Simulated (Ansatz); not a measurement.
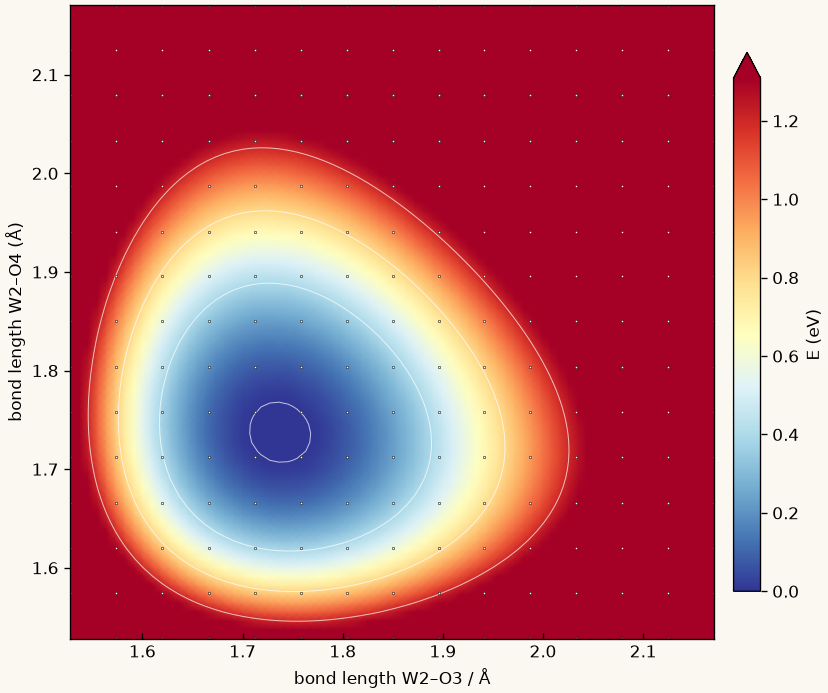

O3W, SMILES [O]=[W](=[O])=[O]. 
- First axis: bond length W2–O3. Second axis: bond length W2–O4.
- Nothing is relaxed (all other coordinates rigid).
- Grid: 15 × 15 points; 120 points were computed and 105 follow by symmetry.
- Points are written as (first, second).
- All energies are given in eV relative to the lowest grid point.
- Computed with RKS PBE-D4/def2-TZVP in Ansatz.

Drawn: a smooth colour map with a few white contour lines, dots at the grid points, one colour for all values above the top of the scale. Between grid points the surface is interpolated.

Question: Estimate the position of the minimum and the force constants in these coordinates.

Answer: The interpolated minimum is at bond length W2–O3 ≈ 1.737 Å, bond length W2–O4 ≈ 1.737 Å. The curvatures there are about 48 eV/Å² and 48 eV/Å², with a cross term of about 4 eV/Å². Round the minimum the two coordinates are weakly coupled (coupling 0.08 in units of the two stiffnesses).
